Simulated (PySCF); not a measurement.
Molecule: C8H5NO, SMILES N#Cc1ccc(C=O)cc1. Atoms near the plane z = 1.0 Å, at the GFN2-xTB optimised geometry (x, y, z in Å): N1 (-2.0, -3.5, 0.0), C2 (-1.4, -2.5, 0.0), C3 (-0.7, -1.3, 0.0), C4 (-1.4, -0.1, 0.0), C5 (-0.7, 1.1, 0.0), C6 (0.7, 1.1, 0.0), C7 (1.4, 2.4, 0.0), O8 (0.9, 3.5, 0.0), C9 (1.4, -0.1, 0.0), C10 (0.7, -1.3, 0.0), H11 (-2.5, -0.1, 0.0), H12 (-1.2, 2.1, 0.0), H13 (2.5, 2.3, 0.0), H14 (2.5, -0.1, 0.0), H15 (1.2, -2.2, 0.0).

Computed with PySCF with PBE0/def2-TZVP. The values are rescaled to run from 0 to 1.

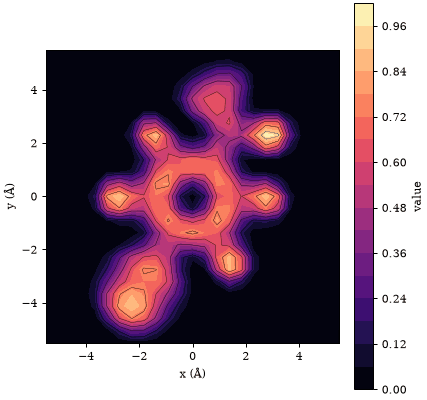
Figure. a field on the plane z = 1.0 Å.

Task: Which quantity is mapped?
(A) Laplacian of the electron density
(B) deformation density (molecule minus spherical neutral atoms)
(C) electrostatic potential
(D) electron localisation function

Result: D, electron localisation function
